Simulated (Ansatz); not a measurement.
C$_{5}$H$_{11}$FGeO$_{2}$

Input file:

```
crystal:
  periodic: [false, false, false]
  atoms:
    - {symbol: C, position_ang: [-0.696394, 1.179661, -2.748122]}
    - {symbol: C, position_ang: [-1.067823, 1.303182, -1.481158]}
    - {symbol: C, position_ang: [-1.605615, 0.195932, -0.643634]}
    - {symbol: Ge, position_ang: [-0.354404, -0.325593, 0.743933]}
    - {symbol: F, position_ang: [-1.006908, -1.705417, 1.585008]}
    - {symbol: O, position_ang: [-0.139079, 0.983479, 1.881386]}
    - {symbol: C, position_ang: [0.817123, 0.889396, 2.921982]}
    - {symbol: O, position_ang: [1.253025, -0.810995, 0.225387]}
    - {symbol: C, position_ang: [1.424241, -1.937953, -0.607512]}
    - {symbol: H, position_ang: [-0.296090, 2.019951, -3.302060]}
    - {symbol: H, position_ang: [-0.781004, 0.234961, -3.276760]}
    - {symbol: H, position_ang: [-0.962651, 2.266637, -0.988000]}
    - {symbol: H, position_ang: [-2.519385, 0.488776, -0.118559]}
    - {symbol: H, position_ang: [-1.827967, -0.693325, -1.237772]}
    - {symbol: H, position_ang: [0.842857, 1.854467, 3.431267]}
    - {symbol: H, position_ang: [0.541323, 0.118543, 3.648774]}
    - {symbol: H, position_ang: [1.815824, 0.668470, 2.533991]}
    - {symbol: H, position_ang: [0.991370, -2.842313, -0.166693]}
    - {symbol: H, position_ang: [2.496766, -2.096490, -0.735692]}
    - {symbol: H, position_ang: [0.983190, -1.781766, -1.599565]}
basis:
  gaussian: {orbitals: def2-TZVPP}
hamiltonian: {xc: pbe0, dispersion: d4}
output: {orbitals: {seedname: orbitals}}
```

Run with:

```sh
ansatz run in.yaml --threads 5 --pin off --events-out ev --progress --plain --max-ram 66560MiB --backend cuda --devices 0, --max-vram 37GiB
```

Geometry: PBE0-D4/def2-TZVP.

Theory: Ansatz 0.2.0, RKS PBE0-D4/def2-TZVPP.

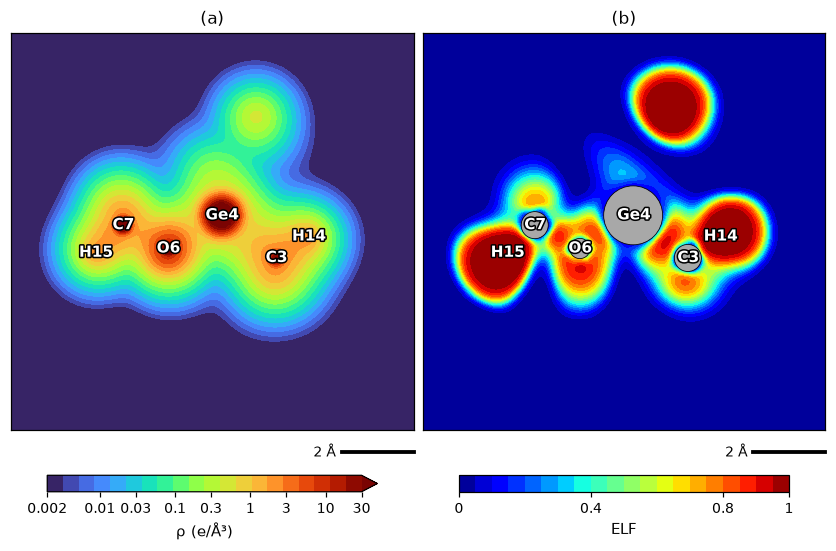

Figure 1. (a) total electron density; (b) electron localisation function on the plane of atoms Ge4, O6 and C7. Grey discs cover the atomic cores in the ELF map.

Question: What does the map show?

Answer:
- The section cuts through C, Ge, O and H sites.
- C–O (1.42 Å): ρ is about 2 e/Å³ halfway, with its minimum of 1.7 e/Å³ about 0.5 Å from C; the ELF peaks at about 0.90 between the atoms, as expected for a polar covalent bond.
- Ge–O (1.75 Å): the density is about 1.1 e/Å³ at the midpoint; the ELF peaks at about 0.85 in the valence shell of O, 0.6 Å from its nucleus, and is about 0.35 at the midpoint.
- C–Ge (1.94 Å): the density is about 0.91 e/Å³ at the midpoint; the ELF peaks at about 0.90 between the atoms: a shared electron pair.
- C–H (1.09 Å): ρ is about 2 e/Å³ halfway; the ELF climbs to about 1 towards the hydrogen, as it does in any bond to H; a covalent bond by its length.
- The ELF also peaks beside O6, away from the bonds: lone-pair regions.

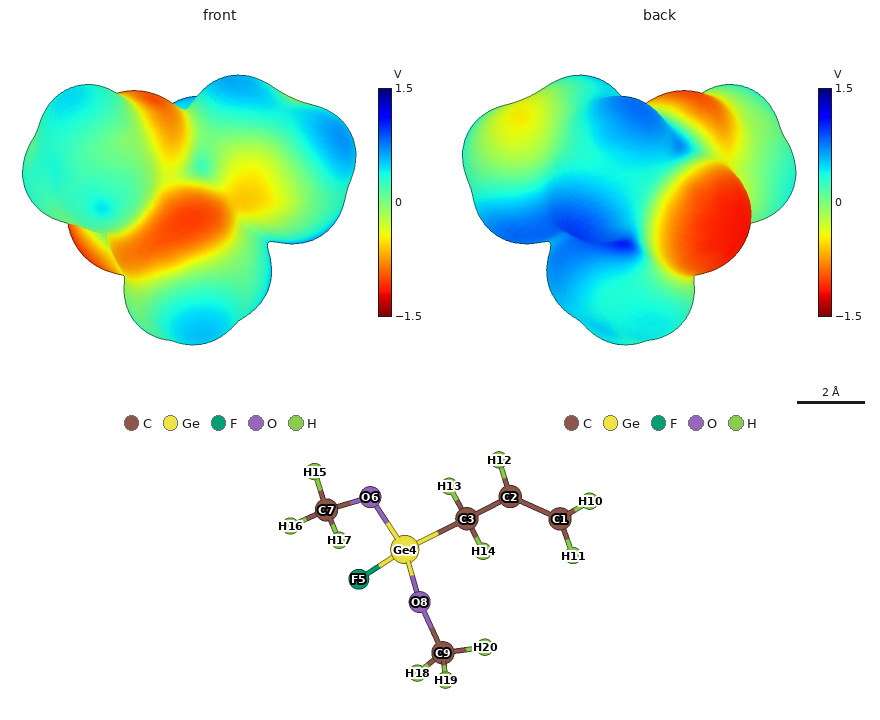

Figure 2. The electrostatic potential painted on the density surface at 0.001 e/bohr³, seen from the front and from behind; red is negative and blue positive. The bare structure is drawn below in the same view.

Question: Which sites attract a positive test charge, and which a negative one?

Answer: A positive charge is drawn to the negative regions and a negative charge to the positive ones. The most negative region (about −1.2 V) lies over F5, the most positive (about +0.9 V) over Ge4 and H14.

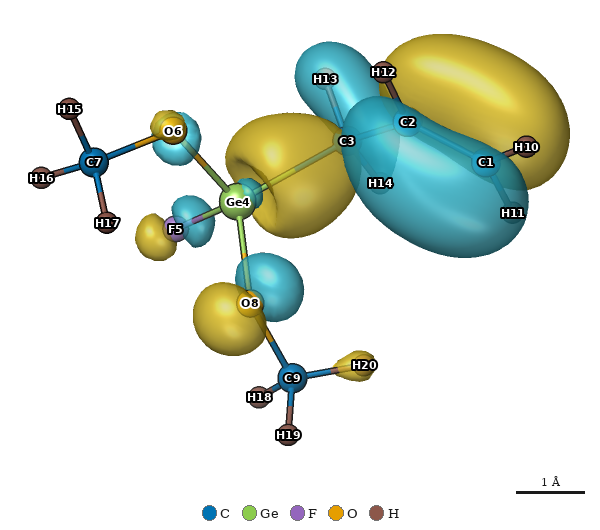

Figure 3. The HOMO at ±0.1 Å⁻³ᐟ² (yellow and cyan are the two phases), seen at a tilt.

Question: What is the character of this orbital?

Answer: By Hirshfeld shares it lies mainly on C1 (about 35 %), C2 (about 25 %), C3 (about 10 %) and Ge4 (about 5 %); π-bonding across C1–C2. Its energy is −7.48 eV.
